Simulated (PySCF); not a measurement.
# WO3 (tungsten trioxide): levels of theory compared

We compute a comparison of 6 runs (HF/def2-SVP, CAM-B3LYP/def2-SVP, PBE0/def2-SVP, TPSS/def2-SVPD, TPSS/def2-TZVP, MP2/def2-SVP) of WO3 (tungsten trioxide). Input form: a Python script.

Program for the calculation: PySCF 2.14.0.

1 further run of the same task is left out (set aside as unsound or not needed).

## (1) Starting point

WO3 has 4 atoms, charge 0, and is taken as a singlet. SMILES: `[O]=[W](=[O])=[O]`. The coordinates come from a PBE0-D4/def2-TZVP relaxation.

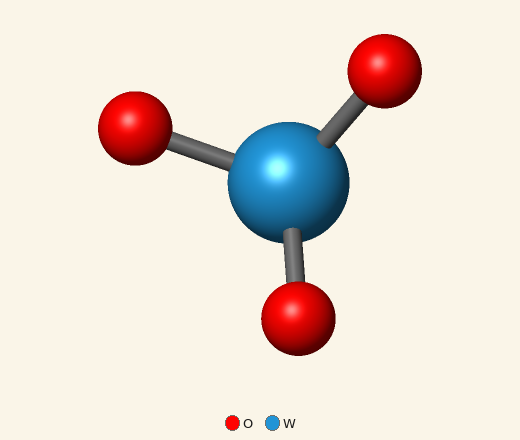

Viewed from a chosen angle; oxygen red, tungsten blue.

## (2) Energy and forces at HF/def2-SVP (core potential) (run 1)

File job.py:

```python
# [O]=[W](=[O])=[O]
import pyscf.grad
from pyscf import gto

mol = gto.M(
    atom='O -0.237500 0.265200 1.555000; W -0.366400 -0.283700 -0.065200; O 1.071700 -1.143300 -0.433900; O -0.412200 1.101500 -1.076300',
    ecp={'W': 'def2-svp'},
    verbose=4,
    basis='def2-svp',
    max_memory=1860,
)

mf = mol.RHF()
mf.conv_tol = 1e-10
mf.kernel()
if not mf.converged:
    mf = mf.newton().run(mf.mo_coeff, mf.mo_occ)

etot = mf.e_tot
print('E = %.10f Eh' % etot)
grad = mf.Gradients().kernel()
dip = mf.dip_moment()
pop, q = mf.mulliken_pop()
```

Run with:

```sh
$ OMP_NUM_THREADS=1 python job.py
```

Output:

```text
PySCF version 2.14.0

[... 68 lines left out ...]
converged SCF energy = -290.765083249399
[... 11 lines left out ...]
Dipole moment(X, Y, Z, Debye): -5.63065, -3.97738, -0.88964
[... 79 lines left out ...]
charge of    3O =     -0.52988
```

Wall time 13 s (1 thread of Intel Xeon at 2.50GHz (Skylake/Cascade Lake), shared host); peak memory 0.15 GiB.

## (3) Energy and gradient at CAM-B3LYP/def2-SVP (core potential) (run 2)

File input.py:

```python
from pyscf import gto, dft

mol = gto.M(
    atom=[
    ('O', (-0.237500, 0.265200, 1.555000)),
    ('W', (-0.366400, -0.283700, -0.065200)),
    ('O', (1.071700, -1.143300, -0.433900)),
    ('O', (-0.412200, 1.101500, -1.076300)),
],
    spin=0,
    basis='def2-svp',
    max_memory=1860,
    ecp={'W': 'def2-svp'},
    verbose=4,
    charge=0,
)

mf = dft.RKS(mol)
mf.xc = 'cam-b3lyp'
mf.grids.level = 5
mf.conv_tol = 1e-10
mf.kernel()
if not mf.converged:
    mf = mf.newton().run(mf.mo_coeff, mf.mo_occ)

e_tot = mf.e_tot
print('Final energy', e_tot)
grad = mf.nuc_grad_method().kernel()
dip = mf.dip_moment()
pop, q = mf.mulliken_pop()
```

Run with:

```sh
$ OMP_NUM_THREADS=1 python input.py
```

Output:

```text
PySCF version 2.14.0

[... 78 lines left out ...]
converged SCF energy = -292.516321344585
Final energy -292.51632134458487
[... 11 lines left out ...]
Dipole moment(X, Y, Z, Debye): -4.75660, -3.36000, -0.75162
[... 79 lines left out ...]
charge of    3O =     -0.36236
```

Run time: 56 s. Hardware: 1 thread of Intel Xeon at 2.50GHz (Skylake/Cascade Lake), shared host; peak memory 0.73 GiB.

Runs 3 to 5 aren't shown in full; the table further down has their settings and results.

## (4) Energy and forces at MP2/def2-SVP (core potential) (run 6)

File input.py:

```python
from pyscf import gto, mp

molecule = gto.M(
    atom=[
    ('O', (-0.237500, 0.265200, 1.555000)),
    ('W', (-0.366400, -0.283700, -0.065200)),
    ('O', (1.071700, -1.143300, -0.433900)),
    ('O', (-0.412200, 1.101500, -1.076300)),
],
    max_memory=1860,
    charge=0,
    basis='def2-svp',
    ecp={'W': 'def2-svp'},
    verbose=3,
)

myscf = molecule.RHF()
myscf.conv_tol = 1e-10
myscf.kernel()
if not myscf.converged:
    myscf = myscf.newton().run(myscf.mo_coeff, myscf.mo_occ)

pt = mp.MP2(myscf, frozen=3).run()
e_tot = pt.e_tot
print('E(%s) = %.9f' % ('MP2', e_tot))
grad = pt.nuc_grad_method().kernel()
dip = myscf.dip_moment()
pop, q = myscf.mulliken_pop()
```

Run with:

```sh
$ OMP_NUM_THREADS=1 python input.py
```

Output:

```text
converged SCF energy = -290.765083249399
[... 10 lines left out ...]
Dipole moment(X, Y, Z, Debye): -5.63065, -3.97738, -0.88964
[... 79 lines left out ...]
charge of    3O =     -0.52988
```

Wall time 19 s (1 thread of Intel Xeon at 2.50GHz (Skylake/Cascade Lake), shared host); peak memory 0.51 GiB.

## (5) The series

```tsv
run	level	integration grid	frozen core orbitals	energy (Eh)	dipole moment (D) of the reference	HOMO energy (eV)	LUMO energy (eV)	wall time
1	HF/def2-SVP (core potential)	–	–	-290.765083	6.95	-12.97	-2.29	13 s
2	CAM-B3LYP/def2-SVP (core potential)	5	–	-292.516321	5.87	-10.26	-3.86	56 s
3	PBE0/def2-SVP (core potential)	5	–	-292.397561	5.80	-8.88	-4.68	34 s
4	TPSS/def2-SVPD (core potential)	5	–	-292.731897	5.45	-7.54	-5.38	81 s
5	TPSS/def2-TZVP (core potential)	5	–	-293.004531	5.53	-7.38	-5.35	2.1 min
6	MP2/def2-SVP (core potential)	–	3	-291.746851	6.95	-12.97	-2.29	19 s
```

## (6) Summary of results

| quantity | value |
| --- | --- |
| run 6: total energy | -291.74685 Eh |
| run 6: dipole moment (Hartree–Fock density) | 6.95 D |
| run 6: HOMO energy (Hartree–Fock orbitals) | -12.97 eV |
| run 6: LUMO energy (Hartree–Fock orbitals) | -2.29 eV |
| run 6: HOMO–LUMO gap (Hartree–Fock orbitals) | 10.68 eV |
| run 6: correlation energy (3 core orbitals frozen) | -981.8 mEh |
| run 6: largest force on an atom | 3.653 eV/Å |

What this shows: Over runs 1, 2, 3, 4, 5 the dipole moment (its size) runs from 5.45 D (TPSS/def2-SVPD) to 6.95 D (HF/def2-SVP). The two ends differ in method and basis. Over runs 1, 2, 3, 4, 5 the HOMO–LUMO gap runs from 2.03 eV (TPSS/def2-TZVP) to 10.68 eV (HF/def2-SVP). Totals of different functionals can't be ranked against each other. All runs together took 5.5 min, the longest 2.1 min.
